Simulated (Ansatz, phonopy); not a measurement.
# Quasi-harmonic thermodynamics of SiC (Moissanite 3C, F-43m), part 2 of 3

Wanted: α(T), C_P(T) and B(T) of SiC (Moissanite 3C) in the quasi-harmonic approximation.

Ansatz 0.2.0; DFT RPBE, scalar-relativistic, plane waves, PAW.

So far. Step 2 (Probe on a coarse mesh): The start is under 6.5 GPa at this level and looks like an insulator or semiconductor on this mesh. Step 4 (Tight relaxation): The residual pressure is -0.0018 GPa, small enough for phonons. The relaxed cell has a = 4.402 Å (conventional setting).

## 5. Phonons on strained cells, q-mesh 2×2×2

The study relaxes the crystal at several strains, solves the phonons on some of them and minimises the free energy at each temperature (static energy, vibrations, the electrons in a metal, and PV under a set pressure); the q-mesh sets how far the force constants reach.

File input.yaml:

```yaml
crystal:
  lattice:
    - [0.0, 2.2008869818, 2.2008869818]
    - [2.2008869818, 0.0, 2.2008869818]
    - [2.2008869818, 2.2008869818, 0.0]
  atoms:
    - { symbol: Si, position: [0.0, 0.0, 0.0] }
    - { symbol: C, position: [0.25, 0.25, 0.25] }
kpoints:
  mp_grid: { grid: [12, 12, 12] }
hamiltonian:
  xc: rpbe
scf:
  occupations: { method: fixed }
output:
  eigenvalues: true
phonons:
  method: dfpt
  qmesh: [2, 2, 2]
  temperatures: { t_max: 1200.0, t_step: 50 }
  thermal_expansion: {}
```

Launch:

```bash
> ansatz run input.yaml --threads 2 --pin off --max-ram 5120MiB --backend cpu --events-out ev --progress --plain --runs-dir out
```

Numbers of over 12 decimals in the logs are rounded to 6 here.

The program printed:

```text
Warning: phonons: the dynamical matrix that this run interpolates holds no multipole term above the dipole-dipole one, and a site of this crystal is no centre of inversion, so its interpolated transverse optical and acoustic branches and sound speeds can stay off near Gamma, and the density of states and the thermodynamics with them. What a run solves at a wave vector of phonons.qpoints, Gamma apart, where the deck admits one, is free of this, and under fd what a larger phonons.supercell samples
[...]
Crystal: 2 atoms, lattice volume = 21.322 Å³
Basis set: ecut = 487.2 eV, 531 PW (Γ), exchange–correlation on 48×48×48 points (8 copies of the dense FFT grid, shifted against one another)
Bands: 8, of which v1, the nominal top of the filled ones, is band 4 counted from 1 (3 counted from 0)
Symmetry: 24 space group operations
[...]
k-points: 72 of 1728 (time reversal used)
[...]
SCF iter   1: F=—  HF=-891.485220 eV  |F-HF|=—  |Δ(HF+E_count)|=         —  Δρ=3.36e-3  dr2=1.57e-3  ethr=1.77e-3  ⟨swp⟩=4.7  Hψ=4076  notcnv=0  defer=127
[...]
SCF iter   7: F=-891.484902 eV  HF=-891.484902 eV  |F-HF|=3.41e-13  |Δ(HF+E_count)|=  4.70e-10  Δρ=1.07e-7  dr2=2.44e-12  ethr=1.00e-12  ⟨swp⟩=7.1  Hψ=3297  notcnv=0
SCF 1 converged in 7 iterations: F = -891.484902 eV  dr2 = 2.44e-12
[...]
relax step   1: F+E_penalty+E_count = -891.48490166 eV  Δ(F+E_penalty+E_count) = +0.000e0 eV  max|allowed force component| = 4.071e-16 eV/Å  Δτ_max = 0.0000 Å  (7 SCF iters, accepted)
SCF converged after 7 iterations
Free energy (F): -891.484902 eV
[...]
Internal energy: -891.484902 eV  (E = F + TS)
E sigma→0 (E₀):  -891.484902 eV
Fermi energy:    9.208023 eV
[...]
--- Stress (GPa, compression-positive) ---
       -0.003358       0.000000      -0.000000
       -0.000000      -0.003358       0.000000
       -0.000000       0.000000      -0.003358
  P = ⅓ Tr σ = -0.0034 GPa (-0.034 kbar)
--- Band table (eV; the first three rows and the last of 72) ---
[...]
── thermal expansion: 3 new cells, 3 in all ──
thermal expansion: relaxation of cell 2
thermal expansion: relaxation of cell 3
── thermal expansion: 2 new cells, 5 in all ──
thermal expansion: relaxation of cell 4
thermal expansion: lower-state search of cell 4
thermal expansion: phonons of cell 4
thermal expansion: relaxation of cell 5
thermal expansion: phonons of cell 5
── thermal expansion: 6 new cells, 11 in all ──
thermal expansion: relaxation of cell 6
thermal expansion: relaxation of cell 7
thermal expansion: relaxation of cell 8
thermal expansion: relaxation of cell 9
thermal expansion: relaxation of cell 10
thermal expansion: relaxation of cell 11
thermal expansion: phonons of cell 6
thermal expansion: phonons of cell 7
thermal expansion: phonons of cell 8
WARN: thermal expansion: narrow_supercell: the supercell is narrow for a crystal that has a band gap and may be polar, so the expansion can be far off: type phonons.supercell or phonons.qmesh [3, 3, 3] or more in a new run
--- Relaxed structure (1 steps of the walk, 1 accepted, 0 SCFs on fresh bases) ---
  F+E_penalty+E_count = -891.48490166 eV   max|allowed force component| = 4.071e-16 eV/Å
  atoms:
    - { symbol: Si, position: [0.0, 0.0, 0.0] }
    - { symbol: C, position: [0.25, 0.25, 0.25] }
--- Thermal expansion: 11 cells in 3 rounds, 0 GPa ---
  no lower state was reached at cell 4
  without vibrations: a 3.11251, b 3.11251, c 3.11251 Å, V 21.3214 Å³, B 205.59 GPa
  at 0 K: a 3.12077, b 3.12077, c 3.12077 Å, V 21.4917 Å³, B 201.51 GPa
  zero-point expansion: a +0.266, b +0.266, c +0.266, V +0.799 %
      T/K        a/Å        b/Å        c/Å       V/Å³ | expansion of a, b, c, V (1e-6/K)   | that of V in the mean from 25 °C | C_P, C_V (J/mol K of the cell) | B_T, B_S (GPa)
     0.00    3.12077    3.12077    3.12077    21.4917 |    0.00    0.00    0.00    0.00 |    2.57 |     0.000     0.000 |   201.51   201.51
   150.00    3.12085    3.12085    3.12085    21.4932 |    0.61    0.61    0.61    1.83 |    4.71 |    11.173    11.172 |   201.36   201.38
   298.15    3.12157    3.12157    3.12157    21.5082 |    2.53    2.53    2.53    7.59 |       - |    28.076    28.031 |   200.30   200.62
   400.00    3.12254    3.12254    3.12254    21.5283 |    3.51    3.51    3.51   10.53 |    9.17 |    35.304    35.189 |   199.19   199.83
   550.00    3.12441    3.12441    3.12441    21.5670 |    4.37    4.37    4.37   13.12 |   10.84 |    41.312    41.069 |   197.32   198.49
   700.00    3.12659    3.12659    3.12659    21.6120 |    4.86    4.86    4.86   14.59 |   12.01 |    44.511    44.132 |   195.34   197.02
   850.00    3.12895    3.12895    3.12895    21.6610 |    5.18    5.18    5.18   15.53 |   12.87 |    46.392    45.876 |   193.30   195.47
  1000.00    3.13143    3.13143    3.13143    21.7126 |    5.39    5.39    5.39   16.18 |   13.54 |    47.602    46.948 |   191.22   193.89
  1150.00    3.13400    3.13400    3.13400    21.7663 |    5.56    5.56    5.56   16.69 |   14.08 |    48.443    47.649 |   189.13   192.28
  1200.00    3.13488    3.13488    3.13488    21.7845 |    5.61    5.61    5.61   16.83 |   14.24 |    48.669    47.829 |   188.43   191.74
  the static fit leaves 0.000 meV an atom of the energies and, of the stresses, 0.000 GPa of each cell's largest along a strain (root mean squares over the cells), whose Pulay part it has at -0.006 GPa
  vibrations' free energy: its fit leaves 0.0000 meV an atom at the most
  the electrons' free energy at temperature is not in it: every band gap is over 1.24 eV
  free energies summed between the sampled wave vectors
  estimated error of the fitted expansion in any direction: up to 0.020e-6/K, at 1200 K (an estimate, not a bound: it was exceeded on models of known expansion)
  by sums over the sampled wave vectors an expansion of the volume parts by up to 1.83e-6/K
  by a static energy of one degree less an expansion of the volume parts by up to 0.00e-6/K
  band gaps on the cells' k-points are 1.371 to 1.440 eV
  narrow_supercell: the supercell is narrow for a crystal that has a band gap and may be polar, so the expansion can be far off: type phonons.supercell or phonons.qmesh [3, 3, 3] or more in a new run
```

Wall time 2.4 min (2 threads of Arm Neoverse V2, shared host); peak memory 0.6 GiB.

This step gave:

```
pressure                                         : -0.003358 GPa
volume expansion coefficient at 298 K            : 7.592 1e-6/K
C_P at 298 K                                     : 14.04 J/mol-atom/K
entropy at 298 K                                 : 9.085 J/mol-atom/K
isothermal bulk modulus at 298 K                 : 200.3 GPa
Grüneisen parameter at 298 K                     : 0.7026
volume at 298 K                                  : 10.75 Å³/atom
principal linear expansion coefficients at 298 K : 2.531, 2.531, 2.531 1e-6/K
```

Strained cells of the study; zero-point energy where phonons were solved; the pressures are stresses at a fixed cutoff and can carry an offset from the finite basis. Expansion cells, by row:

```tsv
cell	|a| (Å)	|b| (Å)	|c| (Å)	V (Å³/atom)	E - E_lowest (meV/atom)	pressure (GPa)	gap (eV)	zero-point energy (meV/atom)
1	3.113	3.113	3.113	10.66	0	-0.009	1.399	-
2	3.137	3.137	3.137	10.92	3.853	-4.695	1.421	-
3	3.088	3.088	3.088	10.41	3.964	5.142	1.376	-
4	3.113	3.113	3.113	10.66	0	-0.044	1.399	106.3
5	3.128	3.128	3.128	10.82	1.555	-3.028	1.413	104.7
6	3.123	3.123	3.123	10.77	0.677	-2.018	1.409	105.2
7	3.133	3.133	3.133	10.87	2.641	-3.915	1.418	104.2
8	3.143	3.143	3.143	10.98	5.867	-5.738	1.427	103.1
9	3.082	3.082	3.082	10.35	6.168	6.477	1.371	-
10	3.097	3.097	3.097	10.5	1.508	3.122	1.385	-
11	3.159	3.159	3.159	11.14	13.02	-8.337	1.44	-
```

Quasi-harmonic; a, b, c are the run's own cell vectors. Expansion, by row:

```tsv
T (K)	a (Å)	b (Å)	c (Å)	alpha (deg)	beta (deg)	gamma (deg)	cell volume (Å³/cell)	alpha_a (1e-6/K)	alpha_b (1e-6/K)	alpha_c (1e-6/K)	alpha_V (1e-6/K)	C_P (J/mol-atom/K)	C_V (J/mol-atom/K)	S (J/mol-atom/K)	B_T (GPa)	B_S (GPa)	Grueneisen	extrapolation	fit error (1e-6/K)
0	3.121	3.121	3.121	60	60	60	21.49	0	0	0	0	0	0	0	201.5	201.5	-	0	0
50	3.121	3.121	3.121	60	60	60	21.49	0.02	0.02	0.02	0.06	0.345	0.345	0.103	201.5	201.5	0.228	0	0
100	3.121	3.121	3.121	60	60	60	21.49	0.19	0.19	0.19	0.56	2.516	2.516	0.911	201.5	201.5	0.292	0	0
150	3.121	3.121	3.121	60	60	60	21.49	0.61	0.61	0.61	1.83	5.587	5.586	2.5	201.4	201.4	0.426	0	0
200	3.121	3.121	3.121	60	60	60	21.5	1.24	1.24	1.24	3.72	8.765	8.762	4.545	201.1	201.2	0.553	0	0
250	3.121	3.121	3.121	60	60	60	21.5	1.93	1.93	1.93	5.78	11.67	11.66	6.821	200.7	200.9	0.644	0	0
298.1	3.122	3.122	3.122	60	60	60	21.51	2.53	2.53	2.53	7.59	14.04	14.02	9.086	200.3	200.6	0.703	0	0
300	3.122	3.122	3.122	60	60	60	21.51	2.55	2.55	2.55	7.66	14.12	14.1	9.173	200.3	200.6	0.704	0	0
350	3.122	3.122	3.122	60	60	60	21.52	3.08	3.08	3.08	9.24	16.09	16.05	11.5	199.8	200.2	0.745	0	0.01
400	3.123	3.123	3.123	60	60	60	21.53	3.51	3.51	3.51	10.53	17.65	17.59	13.76	199.2	199.8	0.773	0	0.01
450	3.123	3.123	3.123	60	60	60	21.54	3.86	3.86	3.86	11.58	18.89	18.81	15.91	198.6	199.4	0.793	0	0.01
500	3.124	3.124	3.124	60	60	60	21.55	4.14	4.14	4.14	12.43	19.87	19.77	17.95	198	198.9	0.808	0	0.01
550	3.124	3.124	3.124	60	60	60	21.57	4.37	4.37	4.37	13.12	20.66	20.54	19.89	197.3	198.5	0.819	0	0.01
600	3.125	3.125	3.125	60	60	60	21.58	4.57	4.57	4.57	13.7	21.3	21.15	21.71	196.7	198	0.828	0	0.01
650	3.126	3.126	3.126	60	60	60	21.6	4.73	4.73	4.73	14.18	21.82	21.65	23.44	196	197.5	0.835	0	0.01
700	3.127	3.127	3.127	60	60	60	21.61	4.86	4.86	4.86	14.59	22.26	22.07	25.07	195.3	197	0.841	0	0.01
750	3.127	3.127	3.127	60	60	60	21.63	4.98	4.98	4.98	14.95	22.62	22.41	26.62	194.7	196.5	0.846	0	0.01
800	3.128	3.128	3.128	60	60	60	21.64	5.08	5.08	5.08	15.25	22.93	22.7	28.09	194	196	0.85	0	0.01
850	3.129	3.129	3.129	60	60	60	21.66	5.18	5.18	5.18	15.53	23.2	22.94	29.49	193.3	195.5	0.853	0	0.01
900	3.13	3.13	3.13	60	60	60	21.68	5.26	5.26	5.26	15.77	23.43	23.14	30.82	192.6	194.9	0.856	0	0
950	3.131	3.131	3.131	60	60	60	21.7	5.33	5.33	5.33	15.98	23.62	23.32	32.09	191.9	194.4	0.859	0	0.01
1000	3.131	3.131	3.131	60	60	60	21.71	5.39	5.39	5.39	16.18	23.8	23.47	33.31	191.2	193.9	0.862	0	0.01
1050	3.132	3.132	3.132	60	60	60	21.73	5.45	5.45	5.45	16.36	23.96	23.61	34.47	190.5	193.4	0.864	0	0.01
1100	3.133	3.133	3.133	60	60	60	21.75	5.51	5.51	5.51	16.53	24.1	23.72	35.59	189.8	192.8	0.866	0	0.01
1150	3.134	3.134	3.134	60	60	60	21.77	5.56	5.56	5.56	16.69	24.22	23.82	36.66	189.1	192.3	0.868	0	0.02
1200	3.135	3.135	3.135	60	60	60	21.78	5.61	5.61	5.61	16.83	24.34	23.91	37.7	188.4	191.7	0.87	0	0.02
```

Expansion coefficient against temperature; values in 1e-6/K:

```tsv
temperature (K)	volume	principal 1
0	0	0
50	0.06	0.02
150	1.83	0.61
200	3.72	1.24
298	7.59	2.53
300	7.66	2.55
400	10.5	3.51
450	11.6	3.86
550	13.1	4.37
600	13.7	4.57
700	14.6	4.86
750	14.9	4.98
850	15.5	5.18
900	15.8	5.26
1000	16.2	5.39
1050	16.4	5.45
1150	16.7	5.56
1200	16.8	5.61
```

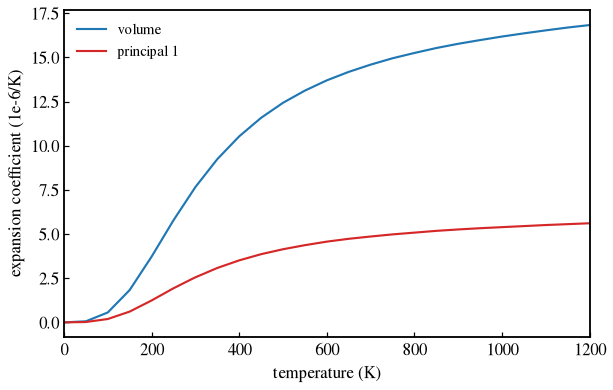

Expansion coefficient against temperature.

At 298 K the volume expansion is 7.59 × 10⁻⁶/K and B_T is 200 GPa. The log warns that this q-mesh is too narrow, so the figure can be far off. The program raised the cutoff to 487.2 eV by itself: with no cutoff typed, the study takes about 1.16 times the default for its relaxations and scales it with the volume for the phonons.

## 6. Free-energy fit

This step: DFT RPBE, scalar-relativistic, plane waves, PAW (phonopy 4.10.0).

This step gave:

| Property | Result |
| --- | --- |
| volume expansion coefficient at 300 K | 7.61 1e-6/K |
| isothermal bulk modulus at 300 K | 200.2 GPa |
| C_P at 300 K | 14.08 J/mol-atom/K |
| Grüneisen parameter at 300 K | 0.7 |

Energy (each curve on its own zero) against volume; values in meV/atom:

```tsv
volume (Å³/atom)	static	F at 0 K	F at 300 K	F at 1200 K
10.663	0	1.59	1.75	4.2
10.768	0.68	1.21	1.26	2.1
10.823	1.55	1.53	1.53	1.51
10.874	2.64	2.12	2.07	1.27
10.981	5.87	4.29	4.13	1.66
```

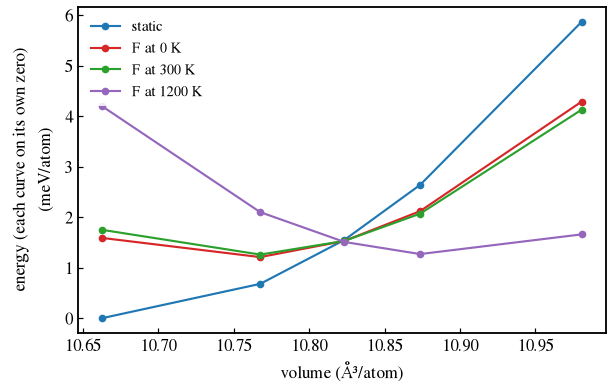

Energy (each curve on its own zero), plotted against volume.

Phonopy-qha, vinet fit of F(V) at each temperature. Qha vinet, by row:

```tsv
T (K)	fitted volume (Å³/atom)	alpha_V (1e-6/K)	B_T (GPa)	C_P (J/mol-atom/K)	Grueneisen
100	10.75	0.69	201.4	2.452	0.3588
150	10.75	1.93	201.3	5.519	0.4511
200	10.75	3.75	201	8.704	0.5568
250	10.75	5.75	200.7	11.62	0.6406
300	10.75	7.61	200.2	14.08	0.6999
350	10.76	9.19	199.7	16.07	0.741
400	10.76	10.5	199.1	17.64	0.7699
450	10.77	11.55	198.5	18.88	0.7906
500	10.78	12.41	197.9	19.87	0.806
550	10.78	13.11	197.3	20.66	0.8177
600	10.79	13.69	196.6	21.3	0.8268
650	10.8	14.17	196	21.83	0.8342
700	10.81	14.59	195.3	22.26	0.8402
750	10.81	14.94	194.6	22.63	0.8452
800	10.82	15.25	194	22.94	0.8494
850	10.83	15.52	193.3	23.2	0.8531
900	10.84	15.76	192.6	23.43	0.8563
950	10.85	15.98	191.9	23.63	0.8591
1000	10.86	16.18	191.3	23.81	0.8617
1050	10.87	16.36	190.6	23.96	0.864
```

The volume expansion coefficient by temperature; values in 1e-6/K:

```tsv
temperature (K)	phonopy-qha, Vinet	Ansatz's own study
100	0.69	0.56
150	1.93	1.83
200	3.75	3.72
250	5.75	5.78
300	7.61	7.66
350	9.19	9.24
400	10.5	10.5
450	11.6	11.6
500	12.4	12.4
550	13.1	13.1
600	13.7	13.7
650	14.2	14.2
700	14.6	14.6
750	14.9	14.9
800	15.2	15.2
850	15.5	15.5
900	15.8	15.8
950	16.0	16.0
1000	16.2	16.2
1050	16.4	16.4
```

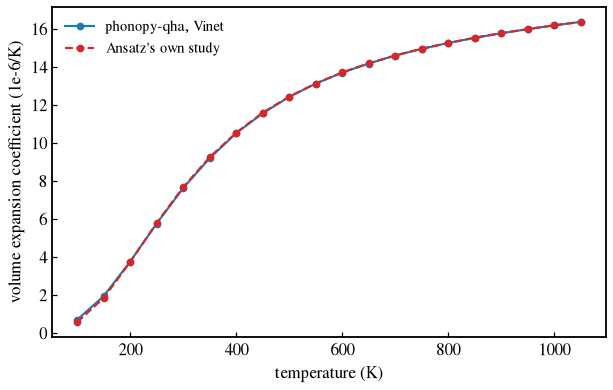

Volume expansion coefficient, plotted against temperature.

The fit gives a volume expansion of 7.61 × 10⁻⁶/K at 300 K, against 7.59 at 298 K from the study itself, whose static fit uses more cells.

(Continued in part 3 of 3.)

[Logs are printed without paths, hosts, clocks, repeated set-up lines and the standing remarks that a program may print on its own settings, such as how far it seeks lower states.]

[Hosts, paths, dates, database ids (printed as entryN), source tags and the programs' standing remarks are cut or masked in the printed files.]

[A step with changed settings may run another functional than the one named; its input shows which.]
